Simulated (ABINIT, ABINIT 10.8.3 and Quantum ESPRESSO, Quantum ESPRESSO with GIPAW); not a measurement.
**KF (Carobbiite) in space group Fm-3m: GIPAW and the converse approach side by side**

How well do two plane-wave methods agree on the shieldings of KF (Carobbiite) in space group Fm-3m?

Method: DFT, plane-wave PAW; levels as the steps name them, in ABINIT 10.8.3 and Quantum ESPRESSO with GIPAW.

## 1. Set-up

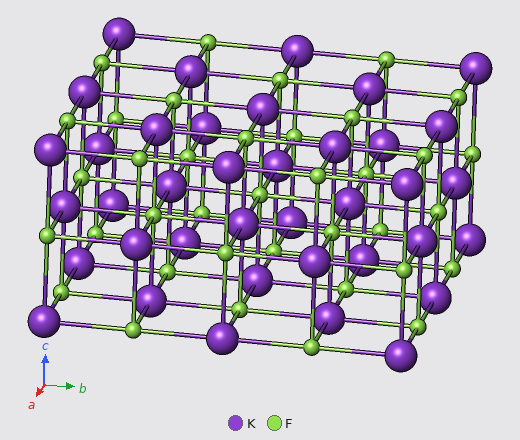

Start, viewed slightly off an axis; potassium purple, fluorine green. 2×2×1 cells are drawn. This picture shows the conventional cell, with its axes. Some periodic images of atoms are drawn too.

Structure file:

```cif
data_structure
_symmetry_space_group_name_H-M 'Fm-3m'
_symmetry_Int_Tables_number 225
_cell_length_a 5.3437
_cell_length_b 5.3437
_cell_length_c 5.3437
_cell_angle_alpha 90.000
_cell_angle_beta 90.000
_cell_angle_gamma 90.000
_cell_volume 152.59
loop_
_atom_site_label
_atom_site_type_symbol
_atom_site_symmetry_multiplicity
_atom_site_Wyckoff_symbol
_atom_site_fract_x
_atom_site_fract_y
_atom_site_fract_z
_atom_site_occupancy
K1 K 4 a 0.00000 0.00000 0.00000 1
F1 F 4 b 0.50000 0.00000 0.00000 1
```

## 2. GIPAW: ground state

The first road is linear response to a uniform field, which keeps the symmetry and yields every site at once.

A patched development version of Quantum ESPRESSO; PAW files made with ld1.x from the pslibrary 1.0.0 recipes.

scf.in reads:

```
&control
  calculation = 'scf'
  prefix = 'x'
  outdir = './tmp/'
  pseudo_dir = './'
/
&system
  ibrav = 0
  nat = 2
  ntyp = 2
  ecutwfc = 55
  ecutrho = 330
  nbnd = 10
/
&electrons
  conv_thr = 1.0d-10
  mixing_beta = 0.7
  electron_maxstep = 100
/
ATOMIC_SPECIES
  K 39.098 K.pbe-spn-kjpaw_psl.1.0.0-gipaw.UPF
  F 18.998 F.pbe-n-kjpaw_psl.1.0.0-gipaw.UPF
CELL_PARAMETERS angstrom
  0.00000000 2.67185000 2.67185000
  2.67185000 0.00000000 2.67185000
  2.67185000 2.67185000 0.00000000
ATOMIC_POSITIONS crystal
  K 0.00000000 0.00000000 0.00000000
  F 0.50000000 0.50000000 0.50000000
K_POINTS automatic
  9 9 9 0 0 0
```

Launch:

```bash
> mpirun -np 4 pw.x -nk 4 -in scf.in > scf.out
```

Numbers of over 12 decimals in the logs are rounded to 6 here.

Output:

```text
using ibrav=0 with symmetry is DISCOURAGED, use correct ibrav instead

     bravais-lattice index     =            0
     lattice parameter (alat)  =       7.1405  a.u.
     unit-cell volume          =     257.4322 (a.u.)^3
     number of atoms/cell      =            2
     number of atomic types    =            2
     number of electrons       =        16.00
     number of Kohn-Sham states=           10
     kinetic-energy cutoff     =      55.0000  Ry
     charge density cutoff     =     330.0000  Ry
     scf convergence threshold =      1.0E-10
     mixing beta               =       0.7000
     number of iterations used =            8  plain     mixing
     Exchange-correlation= SLA-PW-PBX-PBC
                           (   1   4   3   4   0   0   0)
[...]
K                 9.00    39.09800     K ( 1.00)
     F                 7.00    18.99800     F ( 1.00)

     48 Sym. Ops., with inversion, found
[...]
number of k points=    35
[...]
Dense  grid:    26229 G-vectors     FFT dimensions: (  45,  45,  45)

     Smooth grid:    14211 G-vectors     FFT dimensions: (  36,  36,  36)

     Check: negative core charge=   -0.000002

     Initial potential from superposition of free atoms

     starting charge      15.9812, renormalised to      16.0000
     Starting wfcs are   12 randomized atomic wfcs

     Self-consistent Calculation

     iteration #  1     ecut=    55.00 Ry     beta= 0.70
     Davidson diagonalization with overlap
     ethr =  1.00E-02,  avg # of iterations =  6.4

     total energy              =    -172.46749702 Ry
     estimated scf accuracy    <       0.30013840 Ry

     iteration #  2     ecut=    55.00 Ry     beta= 0.70
     Davidson diagonalization with overlap
     ethr =  1.88E-03,  avg # of iterations =  3.1

     total energy              =    -172.51197952 Ry
     estimated scf accuracy    <       0.49559754 Ry

     iteration #  3     ecut=    55.00 Ry     beta= 0.70
     Davidson diagonalization with overlap
     ethr =  1.88E-03,  avg # of iterations =  2.1

     total energy              =    -172.61431076 Ry
     estimated scf accuracy    <       0.00260572 Ry

[...]
total energy              =    -172.61582498 Ry
[...]
iteration # 10     ecut=    55.00 Ry     beta= 0.70
     Davidson diagonalization with overlap
     ethr =  6.94E-12,  avg # of iterations =  3.5

     total energy              =    -172.61582498 Ry
     estimated scf accuracy    <          1.1E-10 Ry

     iteration # 11     ecut=    55.00 Ry     beta= 0.70
     Davidson diagonalization with overlap
     ethr =  6.75E-13,  avg # of iterations =  2.0

     The highest empty levels of an scf can be off by 1 eV or more

     End of self-consistent calculation
     [one-electron energies left out]

     highest occupied, lowest unoccupied level (ev):     1.5252    7.7010

!    total energy              =    -172.61582498 Ry
     total all-electron energy =     -1404.267254 Ry
     estimated scf accuracy    <          9.1E-11 Ry

     The total energy is the sum of the following terms:
     one-electron contribution =     -41.43844844 Ry
     hartree contribution      =      29.03605855 Ry
     xc contribution           =     -20.99783307 Ry
     ewald contribution        =     -72.62121304 Ry
     one-center paw contrib.   =     -66.59438899 Ry

     convergence has been achieved in  11 iterations
[...]
JOB DONE.
```

The job ended after 6.8 s (4 MPI ranks of Arm Neoverse V1, shared host; peak memory 0.4 GiB; 27 s of CPU time).

## 3. GIPAW: response

nmr.in reads:

```
&inputgipaw
  job = 'nmr'
  prefix = 'x'
  tmp_dir = './tmp/'
  restart_mode = 'from_scratch'
  verbosity = 'low'
  q_gipaw = 0.01
  spline_ps = .true.
  conv_threshold = 1.0d-14
  use_nmr_macroscopic_shape = .false.
  pawproj(1) = .true.
  pawproj(2) = .true.
/
```

Launch:

```bash
> mpirun -np 4 gipaw.x -in nmr.in > nmr.out
```

Output:

```text
[banner, memory and clock lines left out]
[a note of our patched build left out]

     Parallelizing q-star over 1 images

     IMPORTANT: XC functional enforced from input :
     Exchange-correlation= PBE
                           (   1   4   3   4   0   0   0)
     Any further DFT definition will be discarded
     Please, verify this is what you really want

     Check: negative core charge=   -0.000002
[...]
projs nearly linearly dependent: l=0  n1,n2= 1, 2  s=  0.99585241
[...]
alpha_pv=     52.2527 eV

     spline_ps is .false., expect some extrapolation errors

     q-space interpolation up to    66.00 Rydberg

     GIPAW job: nmr
     NMR macroscopic correction: no
[...]
Computing the magnetic susceptibility     isolve=0    ethr=  0.1000E-13
     Starting from scratch
     k-point #    1 of    35      pool #  1    cpu time:       0.6
[...]
End of magnetic susceptibility calculation

     f-sum rule (1st term):
           -15.3544          0.0000          0.0000
             0.0000        -15.3544         -0.0000
             0.0000          0.0000        -15.3544

     f-sum rule (2nd term):
            -0.4529         -0.0000          0.0000
            -0.0000         -0.4529          0.0000
             0.0000          0.0000         -0.4529

     f-sum rule (should be   -15.8037):
           -15.8073          0.0000          0.0000
             0.0000        -15.8073         -0.0000
             0.0000          0.0000        -15.8073

[... susceptibilities left out ...]
     Contributions to the NMR chemical shifts: -------------------------------

     Macroscopic shape contribution in ppm:                    0.00
             0.0000          0.0000          0.0000
             0.0000          0.0000          0.0000
             0.0000          0.0000          0.0000

     Core contribution in ppm:

     Atom  1  K   pos: (  0.000000  0.000000  0.000000)  core sigma:        1193.41
     Atom  2  F   pos: (  0.707107  0.707107  0.707107)  core sigma:         306.42

     Bare contribution in ppm:

     Atom  1  K   pos: (  0.000000  0.000000  0.000000)  bare sigma:         118.11
[...]
Atom  2  F   pos: (  0.707107  0.707107  0.707107)  bare sigma:          83.59
[...]
Diamagnetic contribution in ppm:

     Atom  1  K   pos: (  0.000000  0.000000  0.000000)  dia sigma:          -4.08
[...]
Atom  2  F   pos: (  0.707107  0.707107  0.707107)  dia sigma:          42.91
[...]
Paramagnetic contribution in ppm:

     Atom  1  K   pos: (  0.000000  0.000000  0.000000)  para sigma:        -233.54
[...]
Atom  2  F   pos: (  0.707107  0.707107  0.707107)  para sigma:         140.30
[...]
Paramagnetic US occ-occ contribution in ppm:

     Atom  1  K   pos: (  0.000000  0.000000  0.000000)  para_oo sigma:          -1.50
[...]
Atom  2  F   pos: (  0.707107  0.707107  0.707107)  para_oo sigma:           0.89
[...]
Paramagnetic US L_R Q_R contribution in ppm:

     Atom  1  K   pos: (  0.000000  0.000000  0.000000)  para_lq sigma:         102.71
[...]
Atom  2  F   pos: (  0.707107  0.707107  0.707107)  para_lq sigma:        -315.07
[...]
Total NMR chemical shifts in ppm: ---------------------------------------
     (adopting the Simpson convention for anisotropy and asymmetry)-----------

     Atom  1  K   pos: (  0.000000  0.000000  0.000000)  Total sigma:        1175.12
[...]
K       1    anisotropy:     -0.00    eta:    0.0000
[...]
Atom  2  F   pos: (  0.707107  0.707107  0.707107)  Total sigma:         259.04
[...]
F       2    anisotropy:      0.00    eta:    0.0000
[...]
```

Wall time 78 s (4 MPI ranks); peak memory 0.26 GiB.

(Part 1 of 2 ends here.)

[Banner, clock, file and dataset-listing lines were taken out of the logs.]

[Logs are printed without paths, hosts, clocks, repeated set-up lines and the standing remarks that a program may print on its own settings, such as how far it seeks lower states.]

[Hosts, paths, dates, database ids (printed as entryN), source tags and the programs' standing remarks are cut or masked in the printed files.]
